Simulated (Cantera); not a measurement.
Charge: 1 mol BN, 1.5 mol HF, 25 mol H₂, equilibrated at 13.3 mbar.

Method: chemical equilibrium by Gibbs-energy minimisation in Cantera with the NASA 1993 tables (ideal gas, pure condensed phases). Candidate condensed phases: B, BN; 31 gas species. The tables' values for BF₂, BH₂ are old estimates; treat these amounts as uncertain. Rates play no part.

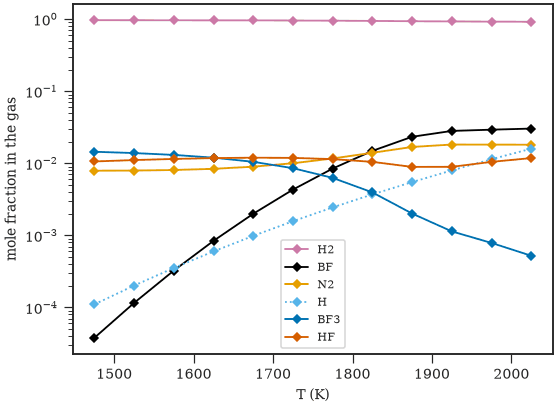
*Equilibrium gas composition (values under 1e-9 drawn at 1e-9)*

**Question.** Read off the mole fractions at 1825 K.

**Answer.** H₂ about 0.94, BF about 0.015, N₂ about 0.014, HF about 0.010, BF₃ about 0.0039, H about 0.0037.
